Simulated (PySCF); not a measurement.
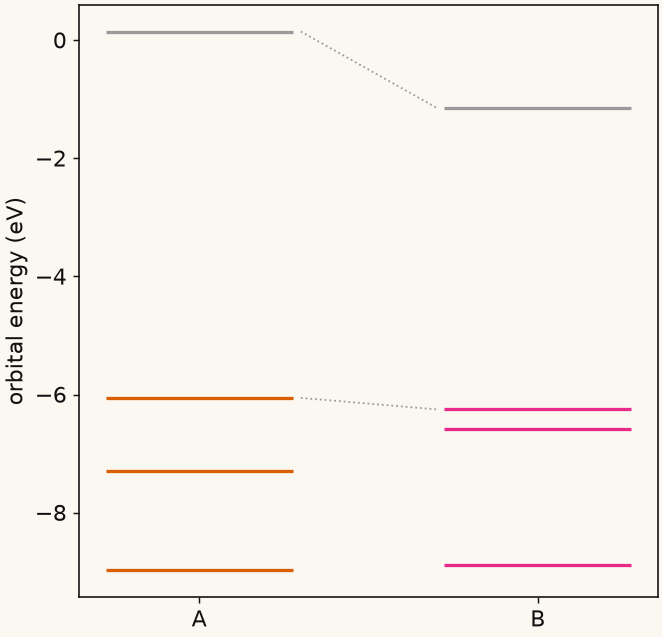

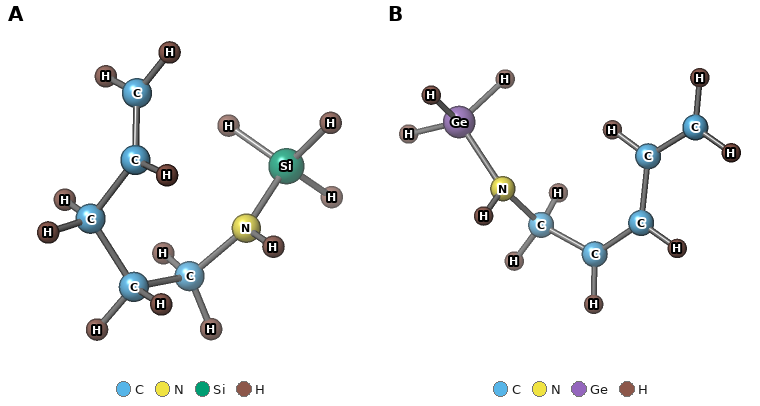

Related molecules: A is C₅H₁₃NSi, SMILES C=CCCCN[SiH3]; B is C₅H₁₁GeN, SMILES C=C/C=C\C[NH][GeH3], singlet. Frontier orbital energies, B3LYP/def2-SVPD, PySCF 2.14.0, at a GFN2-xTB geometry (no frequency check); drawn are at most three filled levels and, in grey, the LUMO with any level within 0.03 eV of it; dotted lines join the HOMOs and the LUMOs.

**What does the change do to the frontier levels?**

From A to B the HOMO falls by 0.19 eV and the LUMO falls by 1.29 eV, so the separation goes from 6.20 to 5.11 eV.

Limits of at least one run: empty levels above zero depend strongly on the basis; one conformer of a flexible molecule; the tight-binding geometry is rougher than a DFT one and adds to the error.
